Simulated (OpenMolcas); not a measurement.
# Mo³⁺ among point charges: CASSCF levels and susceptibility

How does a field of 6 point charges split the states of Mo³⁺, and what χT follows?

The numbers are computed with OpenMolcas 26.06 (state-averaged CASSCF, spin-orbit coupling by RASSI with atomic mean-field integrals), except any that are marked as measured or tabulated.

1 further run of the same task is left out (it didn't finish).

## Step 1: The system

| Property | Result |
| --- | --- |
| Species | Mo³⁺ (molybdenum, Z = 42, 39 electrons) |
| Basis | ANO-RCC-VDZP [6s5p3d1f], 43 functions |
| Scalar Hamiltonian | DKH2, point nucleus |
| Inactive shells | 1s 2s 2p 3s 3p 3d 4s 4p |
| Active space | 3 electrons in 5 orbitals (4d) |
| Some configurations of this space | 4d3 |
| Orbitals | optimised for each spin and parity, averaged over all roots |

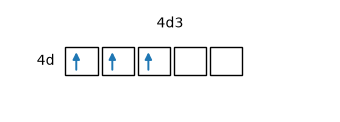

The shells outside the core, filled by Hund's rule for the drawing.

The ion sits among 6 point charges of -1.7 e arranged as a trigonal antiprism (D3d), 1.88 Å from the ion, with a polar angle of 53.1° against the regular 54.74°. The active orbitals were held to one l.

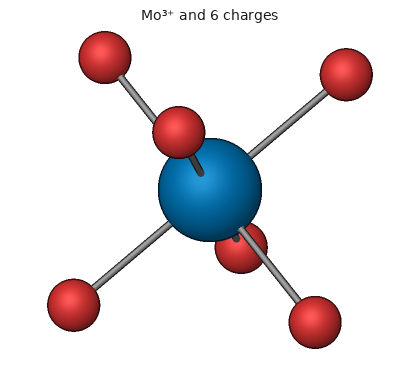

The ion and the point charges (red).

The work runs as a chain of OpenMolcas steps in one folder; each step below is one input file. Labels, J, g values, rates, χT and fits are worked out afterwards by a script from the matrices that RASSI stores. The input lists half of the charges; inversion (Group=XYZ) makes the rest.

## Step 2: Basis and integrals

Input file a.inp:

```
&GATEWAY
Coord
1

Mo 0.0 0.0 0.0
Basis=ANO-RCC-VDZP
Group=XYZ
NoMove
AngMom=0.0 0.0 0.0
AMFI
XField
3 Angstrom 0
0.000000 1.503280 1.128959 -1.700000
1.301879 -0.751640 1.128959 -1.700000
1.301879 0.751640 -1.128959 -1.700000
&SEWARD
```

Started as:

```sh
$ OMP_NUM_THREADS=1 MOLCAS_MEM=1689 MOLCAS_PROJECT=a pymolcas a.inp > a.log
```

Log:

```text
Basis set label: MO.ANO-RCC...6S5P3D1F.

      Electronic valence basis set:
      ------------------
      Associated Effective Charge  42.000000 au
      Associated Actual Charge     42.000000 au
      Nuclear Model: Point charge

      Shell  nPrim  nBasis  Cartesian Spherical Contaminant
         s      21       6        X
         p      18       5        X
         d      13       3                 X
         f       6       1                 X
                  Relativistic Douglas-Kroll-Hess integrals:
                    - DKH order of Hamiltonian: 2
                    - DKH order of Properties : 0
                  Atomic mean-field integrals
```

## Step 3: CASSCF: quartets of even parity, 10 roots

Input file a.inp:

```
&RASSCF
FileOrb=start.orb
Symmetry=1
Spin=4
nActEl=3 0 0
Inactive=9 9
Ras2=5 0
CIRoot=10 10 1
SDav=10
CIMx=300
Iter=120 100
PrWF=0.3
OrbListing=Nothing
MaxOrb=0
SupSym
1
15 4 5 6 7 8 10 11 12 13 14 17 18 19 20 21
0
>>> COPY $Project.JobIph JOB001
```

Started as:

```sh
$ OMP_NUM_THREADS=1 MOLCAS_MEM=1689 MOLCAS_PROJECT=a pymolcas a.inp > a.log
```

start.orb holds the contracted functions of the basis, ordered by shell, or the orbitals of the step before.

Log (excerpt; [...] marks lines left out):

```text
[...]
      Number of active orbitals                  5
[...]
      Spin quantum number                      1.5
[...]
      Active orbitals                            5   0
[...]
      Number of CSFs                            10
      Number of root(s) required                10
[...]
      Convergence after  8 iterations
[...]
      Natural orbitals and occupation numbers for root  1
      sym 1:   0.000108   0.999892   1.000000   0.999892   0.000108
      Natural orbitals and occupation numbers for root  2
      sym 1:   1.000000   0.198181   0.801819   0.801819   0.198181
      Natural orbitals and occupation numbers for root  3
      sym 1:   0.198182   1.000000   0.198182   0.801818   0.801818
::    RASSCF root number  1 Total energy:  -4052.67896394
::    RASSCF root number  2 Total energy:  -4052.60462214
::    RASSCF root number  3 Total energy:  -4052.60462211
[...]
::    RASSCF root number  7 Total energy:  -4052.56598621
::    RASSCF root number  8 Total energy:  -4052.51054675
::    RASSCF root number  9 Total energy:  -4052.51054669
::    RASSCF root number 10 Total energy:  -4052.49174477
```

## Step 4: CASSCF: doublets of even parity, 40 roots

Input file a.inp:

```
&RASSCF
FileOrb=start.orb
Symmetry=1
Spin=2
nActEl=3 0 0
Inactive=9 9
Ras2=5 0
CIRoot=40 40 1
SDav=40
CIMx=300
Iter=120 100
PrWF=0.3
OrbListing=Nothing
MaxOrb=0
SupSym
1
15 4 5 6 7 8 10 11 12 13 14 17 18 19 20 21
0
>>> COPY $Project.JobIph JOB002
```

Log (excerpt; [...] marks lines left out):

```text
[...]
      Number of active orbitals                  5
[...]
      Spin quantum number                      0.5
[...]
      Active orbitals                            5   0
[...]
      Number of CSFs                            40
      Number of root(s) required                40
[...]
      Convergence after  7 iterations
[...]
      Natural orbitals and occupation numbers for root  1
      sym 1:   0.981851   1.202864   0.029265   0.781052   0.004968
      Natural orbitals and occupation numbers for root  2
      sym 1:   1.187432   1.011760   0.006076   0.766383   0.028349
      Natural orbitals and occupation numbers for root  3
      sym 1:   0.993316   1.187349   0.011704   0.796118   0.011513
::    RASSCF root number  1 Total energy:  -4052.61510789
::    RASSCF root number  2 Total energy:  -4052.61510789
::    RASSCF root number  3 Total energy:  -4052.61221437
[...]
::    RASSCF root number 27 Total energy:  -4052.44900671
::    RASSCF root number 28 Total energy:  -4052.44683717
::    RASSCF root number 29 Total energy:  -4052.44212343
::    RASSCF root number 30 Total energy:  -4052.44212338
```

## Step 5: RASSI: spin-orbit coupling between the states

Input file a.inp:

```
&RASSI
NrOfJobIphs=2 10 40
1 2 3 4 5 6 7 8 9 10
1 2 3 4 5 6 7 8 9 10 11 12 13 14 15 16 17 18 19 20 21 22 23 24 25 26 27
28 29 30 31 32 33 34 35 36 37 38 39 40
IphNames
JOB001
JOB002
EJob
SpinOrbit
DIPRint=1.0
SOCoupling=1000.0
Subsets=2
Property=9
'ANGMOM' 1 'ANGMOM' 2 'ANGMOM' 3 'MLTPL  1' 1 'MLTPL  1' 2 'MLTPL  1' 3
'AMFI' 1 'AMFI' 2 'AMFI' 3
SOProperty=3
'ANGMOM' 1 'ANGMOM' 2 'ANGMOM' 3
```

Log:

```text
SPIN-FREE ENERGIES:
  (Shifted by EMIN (a.u.) =      -4052.6789639413)

 SF State       Relative EMIN(au)   Rel lowest level(eV)    D:o, cm**(-1)      L_eff

     1             0.0000000000        0.0000000000              0.0000         3.0
    11             0.0638560465        1.7376115467          14014.7823         3.9
    12             0.0638560508        1.7376116626          14014.7832         3.9
    13             0.0667495667        1.8163482412          14649.8365         3.9
    14             0.0667495811        1.8163486341          14649.8397         3.9
    15             0.0696236766        1.8945567556          15280.6308         3.8
     2             0.0743418018        2.0229434839          16316.1396         3.0
     3             0.0743418285        2.0229442106          16316.1454         3.0
     4             0.0801884574        2.1820390872          17599.3321         3.0
    16             0.0930677089        2.5325013742          20426.0011         3.4
    17             0.0998640296        2.7174386823          21917.6211         3.6
    18             0.0998640375        2.7174388958          21917.6228         3.6
     5             0.1095105558        2.9799340306          24034.7889         2.4
     6             0.1129776934        3.0742796535          24795.7376         2.2
     7             0.1129777321        3.0742807045          24795.7461         2.2
    19             0.1296471460        3.5278785646          28454.2596         4.0
    20             0.1399248065        3.8075479548          30709.9453         4.0
    21             0.1400227076        3.8102119809          30731.4321         4.1
    22             0.1400227448        3.8102129908          30731.4403         4.1
    23             0.1435981052        3.9075035061          31516.1412         4.1
    24             0.1435981227        3.9075039820          31516.1451         4.1
    25             0.1476277562        4.0171558955          32400.5474         4.4
    26             0.1541486103        4.1945973733          33831.7094         3.9
    27             0.1541486162        4.1945975353          33831.7107         3.9
     8             0.1684171952        4.5828653503          36963.3018         2.2
     9             0.1684172549        4.5828669739          36963.3149         2.2
    28             0.1704914170        4.6393077996          37418.5409         3.3
    29             0.1704914417        4.6393084712          37418.5463         3.3
    30             0.1710304079        4.6539744880          37536.8357         3.8
    10             0.1872191705        5.0944931605          41089.8584         1.9
    31             0.1911577664        5.2016678153          41954.2803         2.7
    32             0.1911578139        5.2016691067          41954.2907         2.7
    33             0.1935068843        5.2655905697          42469.8521         2.7
    34             0.2001011254        5.4450290122          43917.1207         3.0
    35             0.2210681543        6.0155709347          48518.8517         4.5
    36             0.2210681948        6.0155720362          48518.8606         4.5
    37             0.2299572270        6.2574549247          50469.7776         4.6
    38             0.2321267694        6.3164911799          50945.9371         3.5
    39             0.2368405159        6.4447587559          51980.4849         3.6
    40             0.2368405585        6.4447599165          51980.4943         3.6
Eigenvalues of complex Hamiltonian:
   -----------------------------------
  (Shifted by EMIN (a.u.) =      -4052.6789639413)

 SO State       Relative EMIN(au)   Rel lowest level(eV)    D:o, cm**(-1)     J-value

     1            -0.0005659292        0.0000000000              0.0000         2.8
     2            -0.0005659292        0.0000000000              0.0000         2.8
     3            -0.0004983605        0.0018386374             14.8296         2.6
     4            -0.0004983605        0.0018386374             14.8296         2.6
     5             0.0616169567        1.6920825264          13647.5660         3.0
     6             0.0616169567        1.6920825264          13647.5660         3.0
     7             0.0624187443        1.7139002799          13823.5380         2.8
     8             0.0624187443        1.7139002799          13823.5380         2.8
     9             0.0654569908        1.7965751773          14490.3560         3.0
    10             0.0654569908        1.7965751773          14490.3560         3.0
    11             0.0658861490        1.8082531678          14584.5454         3.2
    12             0.0658861490        1.8082531678          14584.5454         3.2
    13             0.0683893100        1.8763676492          15133.9257         3.2
    14             0.0683893100        1.8763676492          15133.9257         3.2
    15             0.0734699113        2.0146178537          16248.9888         3.0
    16             0.0734699113        2.0146178537          16248.9888         3.0
    17             0.0741717080        2.0337147142          16403.0154         3.1
    18             0.0741717080        2.0337147142          16403.0154         3.1
    19             0.0749274970        2.0542807799          16568.8919         3.0
    20             0.0749274970        2.0542807799          16568.8919         3.0
    21             0.0759907804        2.0832141942          16802.2556         2.8
    22             0.0759907804        2.0832141942          16802.2556         2.8
    23             0.0801941896        2.1975947877          17724.7973         1.9
    24             0.0801941896        2.1975947877          17724.7973         1.9
    25             0.0805365686        2.2069113929          17799.9408         2.3
    26             0.0805365686        2.2069113929          17799.9408         2.3
    27             0.0929442372        2.5445412554          20523.1093         3.0
    28             0.0929442372        2.5445412554          20523.1093         3.0
    29             0.0984114975        2.6933129877          21723.0342         2.9
    30             0.0984114975        2.6933129877          21723.0342         2.9
    31             0.1003384417        2.7457478111          22145.9496         3.0
    32             0.1003384417        2.7457478111          22145.9496         3.0
    33             0.1097378868        3.0015197420          24208.8894         2.4
    34             0.1097378868        3.0015197420          24208.8894         2.4
    35             0.1100721483        3.0106154613          24282.2513         2.0
    36             0.1100721483        3.0106154613          24282.2513         2.0
    37             0.1129938192        3.0901181751          24923.4839         2.3
    38             0.1129938192        3.0901181751          24923.4839         2.3
    39             0.1133795758        3.1006151483          25008.1477         2.6
    40             0.1133795758        3.1006151483          25008.1477         2.6
    41             0.1134127698        3.1015184018          25015.4329         2.4
Weights of the five most important spin-orbit-free states for each spin-orbit state.

 SO State  Total energy (au)           Spin-free states, spin, and weights
 -------------------------------------------------------------------------------------------------------
    1        -0.000566       1 1.5  0.9933    2 1.5  0.0020    3 1.5  0.0020   16 0.5  0.0015   25 0.5  0.0003
    2        -0.000566       1 1.5  0.9933    2 1.5  0.0020    3 1.5  0.0020   16 0.5  0.0015   25 0.5  0.0003
    3        -0.000498       1 1.5  0.9944    4 1.5  0.0019    3 1.5  0.0009    2 1.5  0.0009   18 0.5  0.0006
    4        -0.000498       1 1.5  0.9944    4 1.5  0.0019    3 1.5  0.0009    2 1.5  0.0009   18 0.5  0.0006
    5         0.061617      11 0.5  0.4347   12 0.5  0.4347    2 1.5  0.0463    3 1.5  0.0463   13 0.5  0.0114
    6         0.061617      11 0.5  0.4347   12 0.5  0.4347    2 1.5  0.0463    3 1.5  0.0463   13 0.5  0.0114
    7         0.062419      12 0.5  0.4337   11 0.5  0.4337   13 0.5  0.0285   14 0.5  0.0285    4 1.5  0.0245
    8         0.062419      12 0.5  0.4337   11 0.5  0.4337   13 0.5  0.0285   14 0.5  0.0285    4 1.5  0.0245
    9         0.065457      13 0.5  0.4263   14 0.5  0.4263   15 0.5  0.0556   12 0.5  0.0199   11 0.5  0.0199
   10         0.065457      13 0.5  0.4263   14 0.5  0.4263   15 0.5  0.0556   12 0.5  0.0199   11 0.5  0.0199
   11         0.065886      14 0.5  0.4505   13 0.5  0.4505    2 1.5  0.0217    3 1.5  0.0217   11 0.5  0.0182
   12         0.065886      14 0.5  0.4505   13 0.5  0.4505    2 1.5  0.0217    3 1.5  0.0217   11 0.5  0.0182
```

These steps took 8.5 s in all on 1 thread of Arm Neoverse V2, shared host.

States without spin-orbit coupling:

| state | degeneracy | E (cm-1) | free-ion L (%) |
| --- | --- | --- | --- |
| 4A2 | 1 | 0 | F (100) |
| 2E | 2 | 14015 | G (59) |
| 2E | 2 | 14650 | G (39) |
| 2A2 | 1 | 15281 | G (37) |
| 4E | 2 | 16316 | F (99) |
| 4A1 | 1 | 17599 | F (100) |
| 2A1 | 1 | 20426 | D (51) |
| 2E | 2 | 21918 | D (44) |
| 4A2 | 1 | 24035 | F (62) |
| 4E | 2 | 24796 | F (50) |
| 2A1 | 1 | 28454 | G (98) |
| 2A2 | 1 | 30710 | H (44) |
| 2E | 2 | 30731 | H (50) |
| 2E | 2 | 31516 | G (48) |
| 2A1 | 1 | 32401 | G (51) |
| 2E | 2 | 33832 | H (54) |
| 4E | 2 | 36963 | F (51) |
| 2E | 2 | 37419 | H (33) |
| 2A2 | 1 | 37537 | H (48) |
| 4A2 | 1 | 41090 | P (62) |
| 2E | 2 | 41954 | F (53) |
| 2A1 | 1 | 42470 | F (69) |
| 2A2 | 1 | 43917 | F (98) |
| 2E | 2 | 48519 | H (60) |

With spin-orbit coupling:

| E (cm-1) | Degeneracy | Label | 2S+1 | g |
| --- | --- | --- | --- | --- |
| 0.0 | 2 | E1/2 | 4 | 1.89 3.72 3.72 |
| 14.8 | 2 | E3/2 | 4 | 0.00 0.00 5.67 |
| 13648 | 2 | E1/2 | 2 | 0.04 0.04 1.88 |
| 13824 | 2 | E3/2 | 2 | 0.00 0.00 3.70 |
| 14490 | 2 | E1/2 | 2 | 0.88 0.88 0.89 |
| 14585 | 2 | E3/2 | 2 | 0.00 0.00 2.93 |
| 15134 | 2 | E1/2 | 2 | 1.24 1.24 1.56 |
| 16249 | 2 | E1/2 | 4 | 0.51 0.51 4.46 |
| 16403 | 2 | E1/2 | 4 | 0.14 0.14 1.05 |
| 16569 | 2 | E3/2 | 4 | 0.00 0.00 2.98 |
| 16802 | 2 | E1/2 | 4 | 0.05 0.05 6.08 |
| 17725 | 2 | E3/2 | 4 | 0.00 0.00 4.92 |
| 17800 | 2 | E1/2 | 4 | 1.66 3.99 3.99 |
| 20523 | 2 | E1/2 | 2 | 1.84 1.84 1.98 |
| 21723 | 2 | E3/2 | 2 | 0.00 0.00 0.46 |
| 22146 | 2 | E1/2 | 2 | 0.11 0.11 4.28 |
| 24209 | 2 | E1/2 | 4 | 2.04 3.71 3.71 |
| 24282 | 2 | E3/2 | 4 | 0.00 0.00 6.38 |
| 24923 | 2 | E1/2 | 4 | 2.89 3.36 3.36 |
| 25008 | 2 | E3/2 | 4 | 0.00 0.00 1.97 |
| 25015 | 2 | E1/2 | 4 | 0.33 3.13 3.13 |
| 25046 | 2 | E1/2 | 4 | 0.25 0.25 5.01 |
| 28668 | 2 | E1/2 | 2 | 2.45 2.45 2.63 |
| 30564 | 2 | E1/2 | 2 | 0.01 0.01 2.68 |

The table of states holds 24 of 33 computed; the rest, higher up, is left out. Principal g values are given for doublets only; a zero marks a field direction without first-order Zeeman splitting.

Powder χT (cm³ K/mol): 1.10 at 2 K, 1.28 at 5 K, 1.46 at 10 K, 1.58 at 20 K, 1.64 at 50 K, 1.65 at 100 K, 1.66 at 150 K, 1.67 at 200 K, 1.67 at 250 K, 1.68 at 300 K.

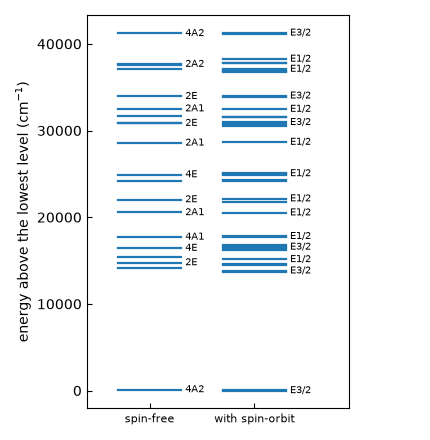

The states in the field without (left) and with (right) spin-orbit coupling.

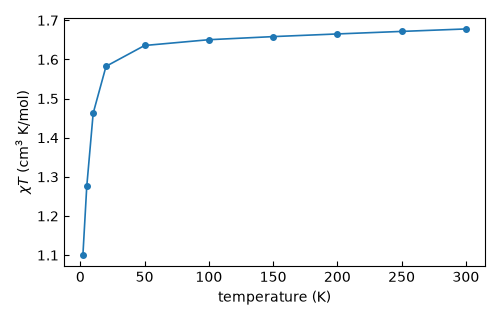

χT against temperature.

Orbitals of the lowest block (energies include the constant potential of the surroundings):

| shell | space | energy (hartree) | mean occupation | ⟨r²⟩ (bohr²) |
| --- | --- | --- | --- | --- |
| 1s | inactive | -737.0783 | 2.000 | 0.00163 |
| 2s | inactive | -105.5132 | 2.000 | 0.0277 |
| 2p | inactive | -93.9681 | 6.000 | 0.0219 |
| 3s | inactive | -17.8208 | 2.000 | 0.208 |
| 3p | inactive | -13.9235 | 6.000 | 0.213 |
| 3d | inactive | -7.5630 | 10.000 | 0.206 |
| 4s | inactive | -1.2675 | 2.000 | 1.39 |
| 4p | inactive | -0.0964 | 6.000 | 1.69 |
| 4d | RAS2 |  | 3.000 | 3.41 |

## Step 6: Outcome

| quantity | value |
| --- | --- |
| method | CASSCF |
| spin-free ground state | 4A2, 1-fold in its orbital part |
| first state of the same spin within the active space | 4E at 16300 cm⁻¹ |
| lowest level | 2-fold E1/2, g = 1.89, 3.72, 3.72 |
| next level | 14.8 cm⁻¹ |
| χT at 300 K | 1.68 cm³ K/mol |
| effective moment at 300 K | 3.66 μB |

**Reading.** The spin-free ground state (4A2) comes to 100 % from free-ion F terms and keeps the highest spin of the shell. χT at 300 K is 1.68, against 1.88 cm³ K/mol for the spin alone, so spin-orbit coupling lowers it. The field of point charges can differ much from that of real complexes. This is an electrostatic model: the charges have no orbitals.
